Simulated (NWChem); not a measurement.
**M06/jorge-DZP-DKH (DKH3) run of HBS (SMILES B=S)**

What is the vertical singlet–triplet gap of HBS at M06/jorge-DZP-DKH (DKH3)? 

The calculation is run with NWChem 7.3.0.

3 further runs of the same task are left out: 1 that didn't finish, 2 set aside as unsound or not needed.

### Step 1. The molecule

The species is HBS (3 atoms), meant as a singlet with charge 0. SMILES: `B=S`. The coordinates come from a GFN2-xTB relaxation.

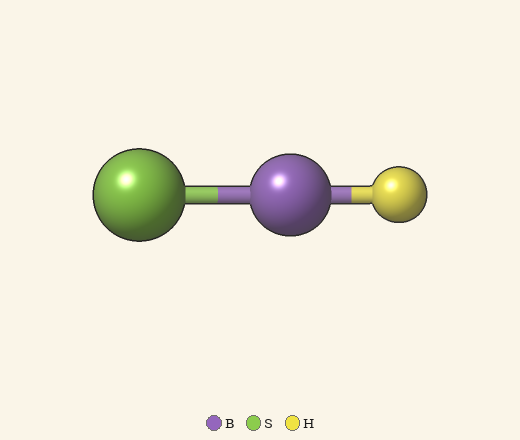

The structure, seen from a chosen angle (boron purple, sulfur green, hydrogen yellow).

### Step 2. Energy and forces at M06/jorge-DZP-DKH (DKH3)

calc.nw

```
start calc
memory stack 880 mb heap 220 mb global 1100 mb

geometry noautosym nocenter noautoz
  B    -0.041030   -0.016100    0.142540
  S     0.395320    0.146510   -1.379660
  H    -0.354300   -0.130410    1.237110
end

basis "ao basis" spherical bse
  * library jorge-DZP-DKH
end

relativistic
  douglas-kroll dk3
end

dft
  xc m06
  grid medium
  direct
  mulliken
end

task dft gradient
```

Run with:

```sh
$ nwchem calc.nw > calc.out
```

What it wrote:

```text
[...]
          Wavefunction type:  closed shell.
          No. of atoms     :     3
          No. of electrons :    22
[...]
          Charge           :     0
          Spin multiplicity:     1
[...]
          AO basis - number of functions:    44
[...]
              XC Information
              --------------
                          M06 Method XC Functional
                     Hartree-Fock (Exact) Exchange  0.270
                           M06 Exchange Functional  1.000
                         M06 Correlation Potential  1.000
[...]
 d= 0,ls=0.0,diis     1   -424.6697779889 -4.57D+02  2.52D-02  3.36D+00     1.2
[...]
 d= 0,ls=0.0,diis     9   -424.7194414600 -1.36D-07  6.62D-06  1.70D-07     5.0
         Total DFT energy =     -424.719441459969
      One electron energy =     -648.492429667885
           Coulomb energy =      221.946245805937
    Exchange-Corr. energy =      -30.174718575121
 Nuclear repulsion energy =       32.001460977101
[...]
      Total Density - Mulliken Population Analysis
     ---------------------------------------------
    Atom       Charge   Shell Charges
 -----------   ------   -------------------------------------------------------
    1 B    5     5.09   0.93  1.05  0.68  0.37  1.71  0.31  0.05
    2 S   16    15.94   0.33  0.74  0.76  0.16  1.99  1.16  0.62  5.68  0.68  2.18  1.61  0.04
    3 H    1     0.96   0.83  0.12  0.02
[...]
  wavefunction    = closed shell
[...]
                         DFT ENERGY GRADIENTS
    atom               coordinates                        gradient
                 x          y          z           x          y          z
   1 B      -0.077535  -0.030425   0.269362   -0.000222  -0.000183   0.000703
   2 S       0.747046   0.276864  -2.607179   -0.005010  -0.001808   0.017518
   3 H      -0.669530  -0.246439   2.337799    0.005232   0.001991  -0.018221
[...]
```

Wall time 8.4 s (1 thread of Intel Xeon 6975P-C (Granite Rapids), shared host); peak memory 0.11 GiB.

### Step 3. The triplet, same level

a.nw

```
echo
start a
memory 2200 mb

geometry units atomic noautosym nocenter noautoz
   B     -0.07753546    -0.03042459     0.26936156
   S      0.74704653     0.27686377    -2.60717955
   H     -0.66952997    -0.24643918     2.33779909
end

basis "ao basis" spherical bse
   B library jorge-DZP-DKH
   S library jorge-DZP-DKH
   H library jorge-DZP-DKH
end

relativistic
   douglas-kroll dk3
end

dft
   xc m06
   mult 3
   grid medium
   direct
   iterations 150
   mulliken
   print medium
end

task dft gradient
```

Run with:

```sh
$ nwchem a.nw > a.out
```

What it wrote:

```text
[...]
          Wavefunction type:  spin polarized.
          No. of atoms     :     3
          No. of electrons :    22
[...]
          Charge           :     0
          Spin multiplicity:     3
[...]
          AO basis - number of functions:    44
[...]
              XC Information
              --------------
                          M06 Method XC Functional
                     Hartree-Fock (Exact) Exchange  0.270
                           M06 Exchange Functional  1.000
                         M06 Correlation Potential  1.000
[...]
 d= 0,ls=0.0,diis     1   -424.5112554392 -4.57D+02  1.09D-02  8.19D-01     1.3
[...]
 d= 0,ls=0.0,diis     8   -424.5415175097 -1.76D-07  7.87D-06  2.18D-08     5.1
[...]
         Total DFT energy =     -424.541517509750
      One electron energy =     -647.675858497951
           Coulomb energy =      221.330756818042
    Exchange-Corr. energy =      -30.197874479862
 Nuclear repulsion energy =       32.001458650021
[...]
      Total Density - Mulliken Population Analysis
     ---------------------------------------------
    Atom       Charge   Shell Charges
 -----------   ------   -------------------------------------------------------
    1 B    5     5.34   0.93  1.05  0.62  0.40  1.87  0.43  0.04
    2 S   16    15.72   0.33  0.74  0.76  0.16  1.99  1.19  0.60  5.68  0.68  2.10  1.40  0.08
    3 H    1     0.94   0.80  0.12  0.02
[...]
      <S2> =      2.0078 (Exact =     2.0000)
[...]
  wavefunction    = open shell
[...]
                         DFT ENERGY GRADIENTS
    atom               coordinates                        gradient
                 x          y          z           x          y          z
   1 B      -0.077535  -0.030425   0.269362    0.034277   0.013022  -0.119407
   2 S       0.747047   0.276864  -2.607180   -0.038976  -0.014615   0.135907
   3 H      -0.669530  -0.246439   2.337799    0.004699   0.001592  -0.016500
[...]
```

It took 8.7 s on 1 thread of Intel Xeon 6975P-C (Granite Rapids), shared host; peak memory 0.11 GiB.

### Step 4. Outcome

At M06/jorge-DZP-DKH (DKH3):

```
                                        quantity          value
                           singlet: total energy  -424.71944 Eh
                          singlet: dipole moment         1.34 D
                            singlet: HOMO energy       -8.51 eV
                            singlet: LUMO energy       -1.03 eV
                          singlet: HOMO–LUMO gap        7.47 eV
               singlet: largest force on an atom     0.980 eV/Å
                           triplet: total energy  -424.54152 Eh
                          triplet: dipole moment         0.62 D
     triplet: HOMO energy (highest over α and β)       -3.63 eV
                                   triplet: ⟨S²⟩          2.008
               triplet: largest force on an atom     7.309 eV/Å
vertical energy of the triplet above the singlet       4.842 eV
```

**Reading.** At this shape the triplet lies 4.84 eV (112 kcal/mol) above the singlet. The largest force (singlet) is 0.98 eV/Å: the shape isn't a stationary point for this species at this level. Mulliken charges (singlet) run from -0.09 on B1 to +0.06 on S2; they depend strongly on the basis. Mulliken charges (triplet) run from -0.34 on B1 to +0.28 on S2; they depend strongly on the basis.
